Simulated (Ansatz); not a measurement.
**C2H4BN: geometry optimisation**

Program: Ansatz 0.2.0. Level of theory: RKS PBE0-D4/def2-TZVP. These are calculated values, not measurements.

## (1) The starting structure

8 atoms, charge 0, spin multiplicity 1.

Atoms are counted from 1 here; the program's logs count them from 0.

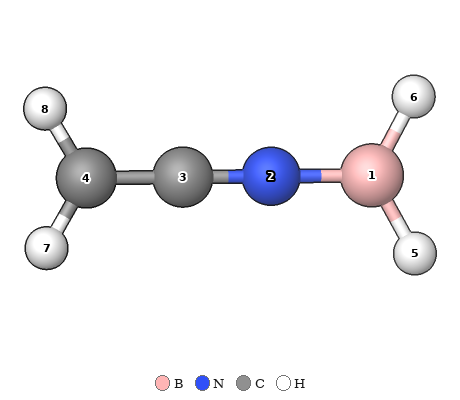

As it starts; boron pink, nitrogen blue, carbon grey, hydrogen white; atoms are numbered from 1 in the order of the file.

Geometry (Å):

```xyz
8
charge 0, multiplicity 1
B    -0.7430    1.7071   -0.5992
N    -0.2088    0.4981   -0.1809
C     0.2569   -0.5614    0.1852
C     0.7653   -1.7194    0.5847
H    -0.9418    1.8767   -1.7867
H    -0.9936    2.5541    0.2364
H     1.0102   -2.5027   -0.1480
H     0.9470   -1.9097    1.6529
```

## (2) Relaxation

The input, input.yaml:

```yaml
crystal:
  periodic: [false, false, false]
  atoms:
    - { symbol: B, position_ang: [-0.742953, 1.707093, -0.599243] }
    - { symbol: "N", position_ang: [-0.208827, 0.498077, -0.180943] }
    - { symbol: C, position_ang: [0.256889, -0.561383, 0.185183] }
    - { symbol: C, position_ang: [0.765258, -1.719379, 0.58471] }
    - { symbol: H, position_ang: [-0.941831, 1.876744, -1.786681] }
    - { symbol: H, position_ang: [-0.993556, 2.55414, 0.23635] }
    - { symbol: H, position_ang: [1.010159, -2.502652, -0.148019] }
    - { symbol: H, position_ang: [0.94696, -1.909741, 1.652942] }
basis:
  gaussian: { orbitals: def2-TZVP }
hamiltonian:
  xc: pbe0
  dispersion: d4
output:
  forces: true
relax:
  f_tol: 0.003
  max_steps: 120
```

The run is started by

```sh
$ ansatz run input.yaml --threads 1 --pin off --max-ram 2560MiB --backend cpu --events-out ev --progress --plain --runs-dir out
```

What time and memory should one allow on 1 thread of Arm Neoverse V1, shared host?

About 33 s, with a peak of 0.24 GiB.
